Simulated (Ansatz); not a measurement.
Input file:

```
basis:
  gaussian: {orbitals: def2-SVP}
crystal:
  periodic: [false, false, false]
  atoms:
    - {symbol: C, position_ang: [-0.484500, 1.665700, -0.284000]}
    - {symbol: C, position_ang: [0.232700, 0.589900, -0.102400]}
    - {symbol: C, position_ang: [0.894300, -0.512800, 0.084000]}
    - {symbol: Zn, position_ang: [-0.112400, -2.130600, 0.366600]}
    - {symbol: H, position_ang: [-0.788000, 1.975300, -1.278000]}
    - {symbol: H, position_ang: [-0.779800, 2.289800, 0.552200]}
    - {symbol: H, position_ang: [1.981900, -0.474300, 0.072600]}
    - {symbol: H, position_ang: [-0.944100, -3.402800, 0.589100]}
hamiltonian: {xc: hf}
accuracy: high
output: {forces: true, orbitals: {seedname: orbitals}}
```

Run with:

```sh
ansatz run job.yaml --threads 1 --pin off --max-ram 2610MiB --events-out events.jsonl --progress --plain --runs-dir runs
```

Geometry: PBE0-D4/def2-TZVP.

All numbers below come from isolated molecule in a Gaussian basis; Hartree-Fock (Ansatz 0.2.0).

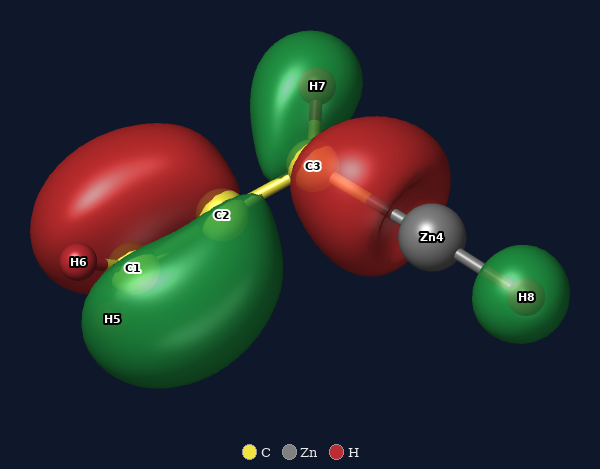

C3H4Zn (SMILES C=C=[CH][ZnH]). The HOMO at ±0.1 Å⁻³ᐟ² (green and red are the two phases), seen at a tilt.

Question: Where does this orbital lie, and at what energy?

Answer: Its weight (Hirshfeld) is mainly on C1 (about 40 %), C2 (about 20 %), C3 (about 15 %) and Zn4 (about 10 %). Its energy is −9.15 eV.
